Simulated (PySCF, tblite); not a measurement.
# C5H13OSi radical: geometry, infrared bands and EPR parameters

Aim: predict the infrared bands and EPR parameters of C5H13OSi radical (`C[CH][C@@H](CC)O[SiH3]`).

Programs: tblite 0.8.0 and PySCF 2.14.0, with density-fitted response routines of our own. Each step states its level of theory. These are calculated values for one molecule in the gas phase, unless marked as measured. Atoms count from 0, in the outputs and in this text.

**1. Starting geometry**

20 atoms, charge 0, multiplicity 2; geometry from: force field or distance geometry start.

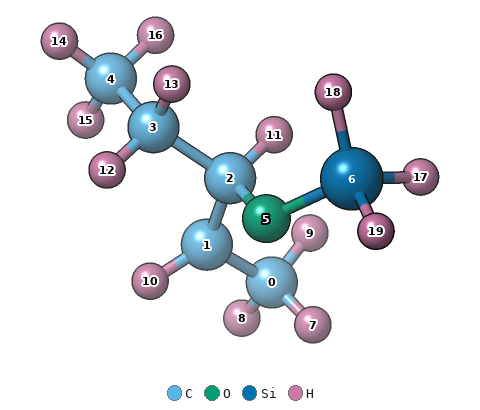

The starting geometry (carbon blue, oxygen teal, silicon blue, hydrogen pink), atoms numbered.

**2. Geometry optimisation with GFN2-xTB**

What the job is given:

```
{"job": {"kind": "relax", "xc": "GFN2-xTB", "basis": "xTB"}, "charge": 0, "multiplicity": 2}
C      2.440800    -0.279100    -0.574700
C      1.150200    -0.839800    -0.071700
C     -0.037500     0.035800     0.084100
C     -1.349200    -0.771000     0.142400
C     -1.658000    -1.534900    -1.126800
O      0.123300     0.742900     1.304700
Si    -0.249200     2.364100     1.385600
H      2.925700     0.331900     0.201400
H      3.117100    -1.087800    -0.857500
H      2.255100     0.344700    -1.452200
H      1.194100    -1.765500     0.511500
H     -0.094100     0.713900    -0.782100
H     -1.313400    -1.481900     1.001800
H     -2.182800    -0.107700     0.370800
H     -2.622700    -2.038400    -1.044200
H     -0.897500    -2.286900    -1.338400
H     -1.715300    -0.844500    -1.982400
H      0.609100     3.105500     0.442000
H     -1.669800     2.549800     1.006400
H     -0.031100     2.859600     2.775900
```

Command:

```bash
> OMP_NUM_THREADS=1 python probes_run.py task.json out
```

This one command runs all jobs of the session in turn.

The log of the run:

```text
step      E/eV     max force
  0    -628.76584    1.614
  1    -628.83798    0.650
  2    -628.86138    0.381
  3    -628.87248    0.300
  4    -628.88102    0.281
  5    -628.88671    0.260
  6    -628.89493    0.254
  7    -628.90346    0.257
  8    -628.91165    0.233
  9    -628.91704    0.165
 10    -628.92068    0.150
 11    -628.92371    0.195
 12    -628.92667    0.169
 13    -628.92868    0.093
 14    -628.92990    0.070
 15    -628.93091    0.081
 16    -628.93199    0.103
 17    -628.93295    0.077
 18    -628.93370    0.063
 19    -628.93434    0.057
 20    -628.93506    0.075
 21    -628.93591    0.081
 22    -628.93683    0.059
 23    -628.93770    0.081
 24    -628.93850    0.079
 25    -628.93919    0.073
 26    -628.93969    0.044
 27    -628.94002    0.039
 28    -628.94029    0.040
 29    -628.94058    0.054
 30    -628.94091    0.051
 31    -628.94125    0.041
 32    -628.94157    0.043
 33    -628.94187    0.038
 34    -628.94215    0.033
 35    -628.94238    0.031
 36    -628.94259    0.027
 37    -628.94278    0.032
 38    -628.94295    0.032
 39    -628.94311    0.025
 40    -628.94324    0.024
 41    -628.94338    0.025
 42    -628.94354    0.031
 43    -628.94368    0.026
 44    -628.94381    0.027
 45    -628.94394    0.025
 46    -628.94407    0.025
 47    -628.94420    0.024
 48    -628.94432    0.027
 49    -628.94443    0.032
 50    -628.94457    0.033
 51    -628.94472    0.030
 52    -628.94485    0.027
 53    -628.94495    0.025
 54    -628.94504    0.023
 55    -628.94513    0.023
 56    -628.94524    0.023
 57    -628.94535    0.025
 58    -628.94547    0.024
 59    -628.94560    0.028
 60    -628.94575    0.033
 61    -628.94588    0.027
 62    -628.94600    0.028
 63    -628.94611    0.027
 64    -628.94624    0.029
 65    -628.94635    0.023
 66    -628.94643    0.019
 67    -628.94649    0.016
 68    -628.94655    0.016
 69    -628.94661    0.020
 70    -628.94665    0.016
 71    -628.94669    0.015
 72    -628.94673    0.019
 73    -628.94679    0.025
 74    -628.94688    0.027
 75    -628.94699    0.024
 76    -628.94707    0.022
 77    -628.94715    0.026
 78    -628.94725    0.031
 79    -628.94739    0.035
 80    -628.94755    0.032
 81    -628.94766    0.019
 82    -628.94772    0.017
 83    -628.94776    0.015
 84    -628.94782    0.020
 85    -628.94789    0.024
 86    -628.94798    0.023
 87    -628.94807    0.024
 88    -628.94816    0.021
 89    -628.94824    0.019
 90    -628.94832    0.021
 91    -628.94840    0.019
 92    -628.94849    0.024
 93    -628.94859    0.029
 94    -628.94871    0.026
 95    -628.94882    0.022
 96    -628.94892    0.027
 97    -628.94903    0.022
 98    -628.94913    0.019
 99    -628.94922    0.018
100    -628.94928    0.017
101    -628.94933    0.019
102    -628.94939    0.020
103    -628.94946    0.018
104    -628.94952    0.019
105    -628.94960    0.019
106    -628.94970    0.025
107    -628.94983    0.029
108    -628.94996    0.024
109    -628.95007    0.024
110    -628.95014    0.019
111    -628.95020    0.018
112    -628.95025    0.017
113    -628.95028    0.011
114    -628.95029    0.010
115    -628.95031    0.009
```

Run time: 1.2 s. Hardware: 1 thread of Arm Neoverse N1, shared host; peak memory 0.18 GiB.

Along the way: (not every step is listed)

```tsv
step	energy from step 0 (eV)	largest force (eV/Å)
0	0.0000	1.6136
1	-0.0721	0.6504
2	-0.0955	0.3811
3	-0.1066	0.2996
4	-0.1152	0.2812
5	-0.1209	0.2596
6	-0.1291	0.2536
7	-0.1376	0.2566
8	-0.1458	0.2334
18	-0.1679	0.0634
28	-0.1744	0.0398
38	-0.1771	0.0319
48	-0.1785	0.0271
58	-0.1796	0.0239
68	-0.1807	0.0162
78	-0.1814	0.0313
88	-0.1823	0.0207
98	-0.1833	0.0193
108	-0.1841	0.0237
110	-0.1843	0.0188
111	-0.1844	0.0177
112	-0.1844	0.0168
113	-0.1844	0.0114
114	-0.1844	0.0103
115	-0.1845	0.0093
```

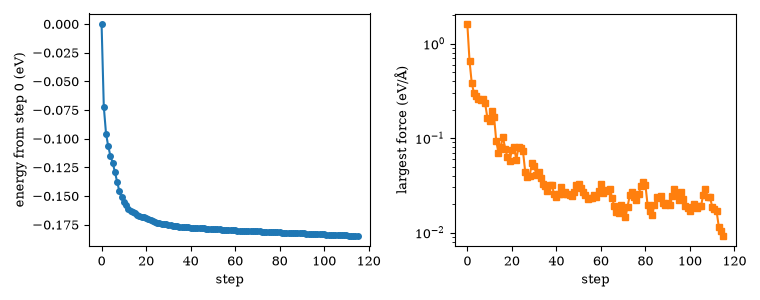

Energy and force, step by step.

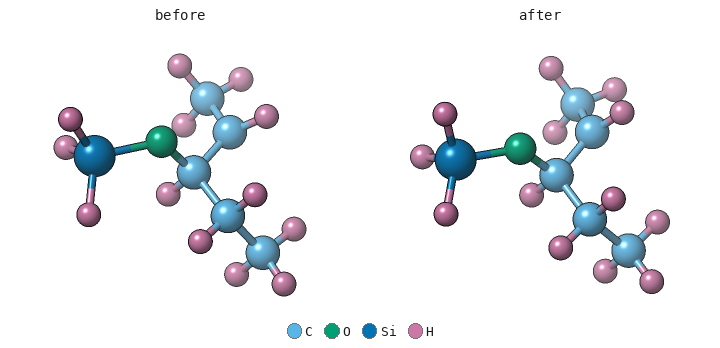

The geometry before (left) and after (right).

Close pairs (by a distance rule), those that changed most:

```tsv
bond	before (Å)	after (Å)	change (Å)
O5–Si6	1.665	1.612	-0.053
Si6–H19	1.492	1.453	-0.039
C3–H12	1.116	1.091	-0.025
C0–C1	1.494	1.475	-0.019
C1–H10	1.095	1.078	-0.017
Si6–H18	1.482	1.468	-0.014
C4–H16	1.101	1.088	-0.013
C3–C4	1.513	1.522	+0.009
```

The final coordinates are the input of the step that follows.

**3. Vibrational analysis with GFN2-xTB**

What the job is given:

```
{"job": {"kind": "ir", "xc": "GFN2-xTB", "basis": "xTB"}, "charge": 0, "multiplicity": 2}
C      2.376759    -0.420581    -0.665925
C      1.142382    -0.799536     0.047849
C     -0.048633     0.077662     0.065763
C     -1.361943    -0.712511     0.096627
C     -1.529486    -1.570653    -1.149767
O      0.025313     0.883207     1.241837
Si    -0.342716     2.436602     1.467890
H      3.038868     0.170504    -0.019861
H      2.938200    -1.304278    -0.969877
H      2.151029     0.185068    -1.542445
H      1.195122    -1.573582     0.795835
H     -0.041562     0.735796    -0.813699
H     -1.362715    -1.340026     0.989562
H     -2.187322    -0.003100     0.183110
H     -2.465481    -2.121761    -1.107252
H     -0.708505    -2.279601    -1.231035
H     -1.534157    -0.950670    -2.043585
H      0.366928     3.292202     0.508115
H     -1.777809     2.700593     1.308851
H      0.120580     2.605344     2.834973
```

The log of the run:

```text
mode    cm-1     km/mol
  1      -9.6      0.47
  2      34.2      0.74
  3      77.1      1.61
  4      84.3      0.10
  5     104.3      0.16
  6     161.6      1.27
  7     195.4      0.32
  8     232.7      0.56
  9     282.6      1.17
 10     350.6      2.55
 11     407.1      2.34
 12     474.6      0.27
 13     528.4     28.00
 14     606.5     70.24
 15     623.0     64.44
 16     748.4    210.56
 17     795.3    205.82
 18     805.9    103.98
 19     831.6     23.18
 20     849.9    337.82
 21     898.5      0.42
 22     958.7     31.85
 23     987.5      0.96
 24    1016.4      8.47
 25    1056.3    306.22
 26    1094.4      4.00
 27    1116.3      1.38
 28    1154.8      2.20
 29    1179.9      1.71
 30    1236.8      1.33
 31    1272.2     17.66
 32    1289.0      7.04
 33    1330.0      1.94
 34    1376.4      1.60
 35    1386.6     10.13
 36    1408.2      1.92
 37    1460.4      3.88
 38    1470.5      6.65
 39    1488.5      0.28
 40    1495.1      3.80
 41    1504.3      2.17
 42    2190.4    406.72
 43    2227.3    209.68
 44    2342.1    261.90
 45    2872.4     58.36
 46    2878.4     15.74
 47    2977.6     34.68
 48    2991.8     25.36
 49    2994.3     28.65
 50    3014.6     25.36
 51    3031.9     46.77
 52    3036.3     33.96
 53    3041.8     30.49
 54    3101.5     35.03
```

Run time: 1.1 s. Hardware: 1 thread of Arm Neoverse N1, shared host; peak memory 0.18 GiB.

Which atoms move in the most intense modes:

```tsv
cm⁻¹	km/mol	atoms
748	210.6	H19 59 %, H17 21 %, H18 14 %
795	205.8	H18 23 %, H17 19 %, H19 13 %, C2 13 %
806	104.0	H13 18 %, H12 14 %, H15 11 %
850	337.8	H17 29 %, H18 28 %, Si6 15 %
1056	306.2	O5 60 %, C2 22 %
2190	406.7	H17 55 %, H18 41 %
2227	209.7	H18 56 %, H17 42 %
2342	261.9	H19 97 %
```

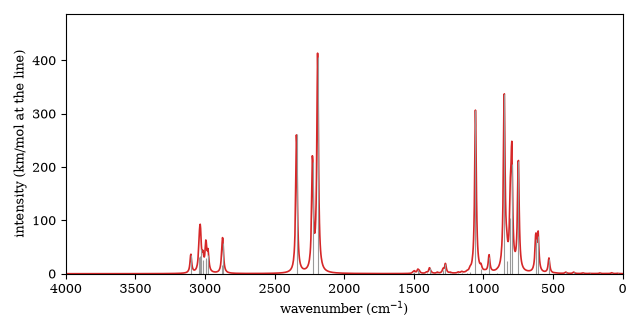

The infrared spectrum from these modes, unscaled. Lines are broadened to a width of 14 cm⁻¹ (Lorentzian).

**4. EPR parameters: B3LYP/pcH-1**

Same as in step 3 but for these lines:

```diff
@@ -1,2 +1,2 @@
-{"job": {"kind": "ir", "xc": "GFN2-xTB", "basis": "xTB"}, "charge": 0, "multiplicity": 2}
+{"job": {"kind": "epr", "basis": "pcH-1"}, "charge": 0, "multiplicity": 2}
 C      2.376759    -0.420581    -0.665925
```

With the program's defaults for keys left out, this is: UKS B3LYP, pcH-1 on C H O Si, non-relativistic, mean-field spin-orbit, GIAO.

The log of the run:

```text
UKS, coarse grid
  cycle   1  E = -562.94365391  |g| = 5.94e-01
  cycle   2  E = -562.69408067  |g| = 1.00e+00
  cycle   3  E = -563.07222268  |g| = 1.27e-01
  cycle   4  E = -563.07786106  |g| = 4.89e-02
  cycle   5  E = -563.07900273  |g| = 5.84e-03
  cycle   6  E = -563.07902052  |g| = 1.91e-03
  cycle   7  E = -563.07902269  |g| = 1.25e-03
  cycle   8  E = -563.07902271  |g| = 2.28e-04
UKS, final grid
  cycle   1  E = -563.07908084  |g| = 2.61e-04
  cycle   2  E = -563.07908082  |g| = 3.75e-04
  cycle   3  E = -563.07908088  |g| = 4.54e-05
  cycle   4  E = -563.07908088  |g| = 2.41e-05
E = -563.07908088 Eh   <S^2> = 0.7537 (exact 0.7500)
g shifts (ppm)      1          2          3
  rmc          -156       -156       -156
  gc             14         29         37
  oz_so         -63        335        666
  total        -205        208        546
hyperfine (MHz)  atom isotope    a_iso     a_fc   dipolar eigenvalues
    0   13C     -31.16     -31.17     -2.61      0.00      2.61
    1   13C     103.98     104.08    -81.22    -80.41    161.63
    2   13C     -13.57     -13.57     -1.61     -0.53      2.14
    3   13C      13.76      13.76     -2.01     -1.75      3.76
    4   13C      13.84      13.84     -1.52     -0.96      2.49
    5   17O     -80.35     -80.34    -14.27      6.75      7.52
    6  29Si     -10.15     -10.17     -4.06      1.97      2.09
    7    1H     160.09     160.09     -5.60     -2.84      8.44
    8    1H      55.48      55.48     -4.88     -4.78      9.66
    9    1H      22.56      22.55     -4.91     -4.31      9.22
   10    1H     -57.68     -57.70    -37.91     -1.52     39.43
   11    1H       2.68       2.68     -6.43     -3.87     10.30
   12    1H      -1.23      -1.23     -3.13     -2.91      6.03
   13    1H       3.17       3.17     -2.13     -1.36      3.49
   14    1H       1.99       1.99     -1.52     -1.24      2.75
   15    1H       2.57       2.57     -6.05     -2.92      8.97
   16    1H      -0.18      -0.18     -2.21     -1.90      4.11
   17    1H      -0.75      -0.75     -1.15     -0.90      2.05
   18    1H       1.95       1.95     -0.95     -0.66      1.61
   19    1H       1.69       1.69     -1.04     -0.84      1.88
```

Wall time 2.8 min (1 thread of Arm Neoverse N1, shared host); peak memory 0.98 GiB.

Principal g values 2.00211, 2.00253, 2.00287; g(iso) = 2.00250, against 2.00232 for a free electron.

Hyperfine couplings; where a row names several nuclei, a(iso) is their mean (it holds for fast rotation or exchange) and the dipolar term the largest among them:

```tsv
nuclei	isotope	a(iso) (MHz)	a(iso) (G, at g = 2.0023)	largest dipolar term (MHz)
C1	13C	104.0	37.1	161.6
O5	17O	-80.3	-28.7	-14.3
H7, H8, H9	1H	79.4	28.3	9.7
H10	1H	-57.7	-20.6	39.4
C0	13C	-31.2	-11.1	-2.6
C4	13C	13.8	4.9	2.5
C3	13C	13.8	4.9	3.8
C2	13C	-13.6	-4.8	2.1
Si6	29Si	-10.2	-3.6	-4.1
H13	1H	3.2	1.1	3.5
H11	1H	2.7	1.0	10.3
H14, H15, H16	1H	1.5	0.5	9.0
H12	1H	-1.2	-0.4	6.0
H17, H18, H19	1H	1.0	0.3	2.1
```

Mulliken spin populations:

C0 -0.09; C1 1.02; C2 -0.05; C3 0.01; C4 0.01; O5 0.03; Si6 0.01; H7 0.07; H8 0.02; H9 0.01; H10 -0.04; H11 0.00; H12 0.00; H13 0.00; H14 0.00; H15 0.00; H16 0.00; H17 0.00; H18 0.00; H19 0.00

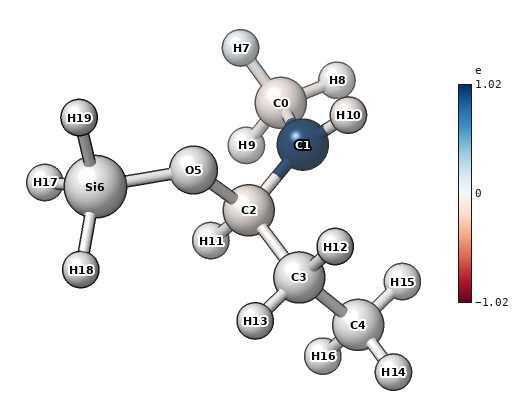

Mulliken spin populations, as colours on the atoms.

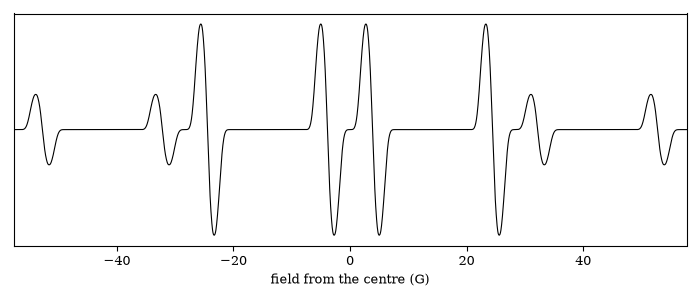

First-order isotropic spectrum (first derivative, main isotopes with spin only, couplings over 0.8 MHz, Gaussian width 0.3 G; couplings of the frozen geometry, rotation of groups not averaged beyond the rows shown).

The fields below are evaluated on a grid from the run's orbitals.

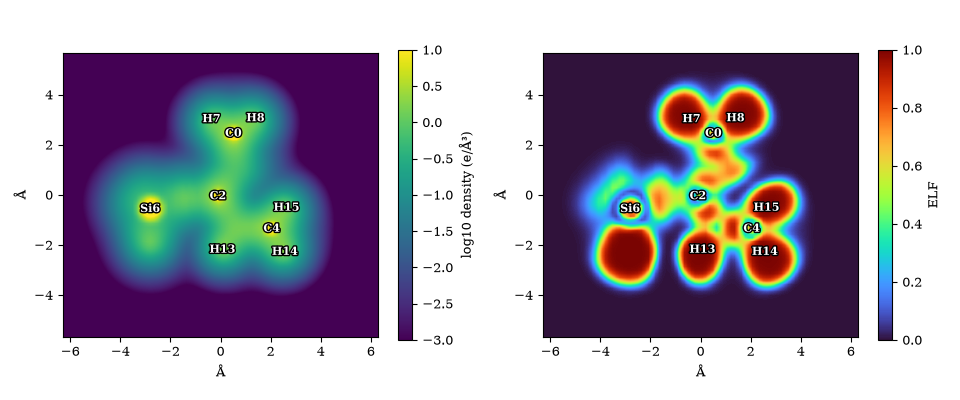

Density (left) and ELF (right) in a plane through or near 9 of the atoms.

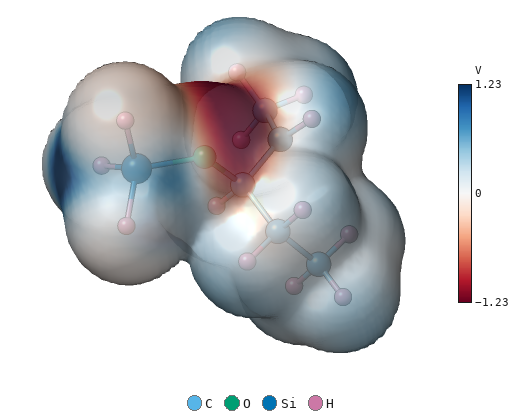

The potential that a unit positive charge feels on the 0.002 e/bohr³ surface, from -1.23 V near O5 to 1.14 V near H18.

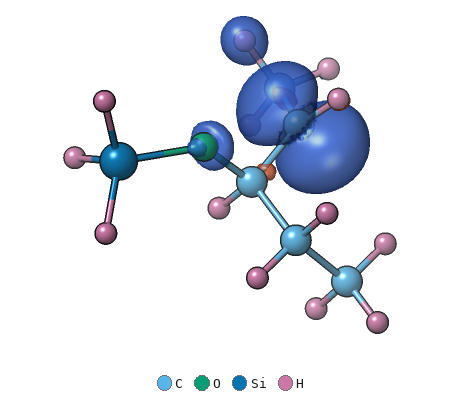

Spin density at ±0.04 e/Å³ (alpha excess blue, beta excess red).

**5. Summary of results**

| quantity | value |
| --- | --- |
| strongest single infrared mode (GFN2-xTB) | 2190 cm⁻¹, 407 km/mol |
| zero-point energy (GFN2-xTB) | 101.6 kcal/mol |
| g(iso) (B3LYP) | 2.00250 |
| ⟨S²⟩ | 0.754 (exact 0.75) |
| largest a(iso) (averaged by class) | 13C on C1, 104.0 MHz |
| potential on the surface of density 0.002 e/bohr³, 1st and 99th percentile | -1.23 V and 1.14 V |

The optimisation took 115 steps and gained 0.184 eV; among the close pairs (by a distance rule), O5–Si6 changed most, from 1.665 to 1.612 Å. The lowest mode is slightly imaginary (10i cm⁻¹), a soft motion within the noise of the Hessian, so the minimum is not strictly shown. The strongest single mode, at 2190 cm⁻¹, moves mainly H17 and H18. Unscaled tight-binding wavenumbers are off by several per cent, some by more. Its intensities can rank the bands wrongly. C1 carries the largest spin population, 1.02 e. The isotropic g lies 0.2 ppt above the free-electron value. These values are for one conformer; the search (at its own cheap level) found 1 more, at 0.80 kcal/mol, and measured spectra average over such forms.
